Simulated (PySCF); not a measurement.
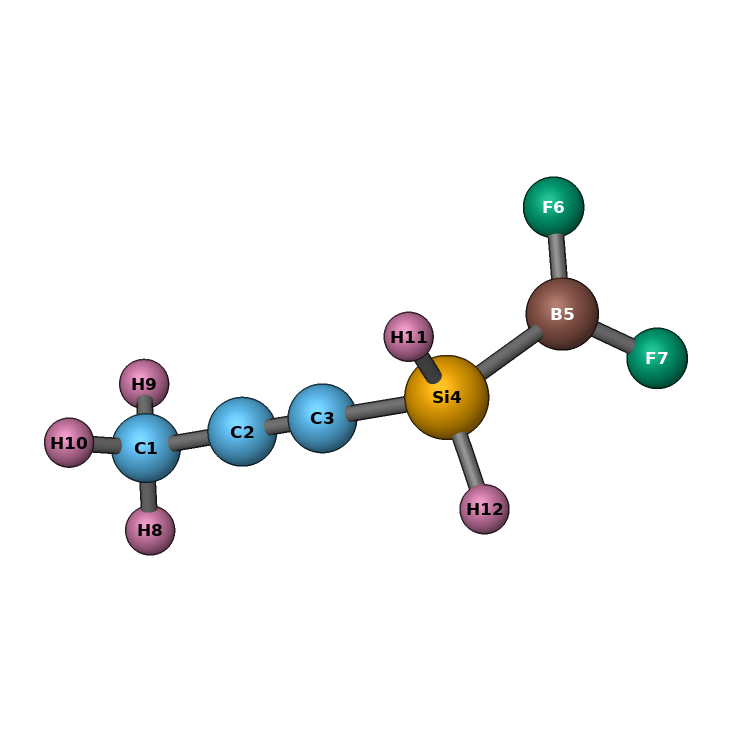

Computed geometry: GFN2-xTB optimisation. No frequency run is at hand to confirm it as a minimum. Properties computed with GIAO PBE0/pcSseg-1 NMR shielding, non-relativistic, gas phase (PySCF 2.14.0). Principal shieldings σ11 ≤ σ22 ≤ σ33, span Ω = σ33 − σ11, skew κ = 3(σiso − σ22)/Ω.

Give the shielding tensors of the Si atoms.

| atom | σ11 | σ22 | σ33 | σiso | Ω | κ |
| --- | --- | --- | --- | --- | --- | --- |
| Si4 | 446.2 | 460.0 | 469.3 | 458.5 | 23.1 | −0.19 |

Shieldings and span in ppm.

The geometry is semi-empirical. Around B, Si such bond lengths and angles can be off by a tenth of an ångström or more and by several degrees, and values that hang on the shape move with them.
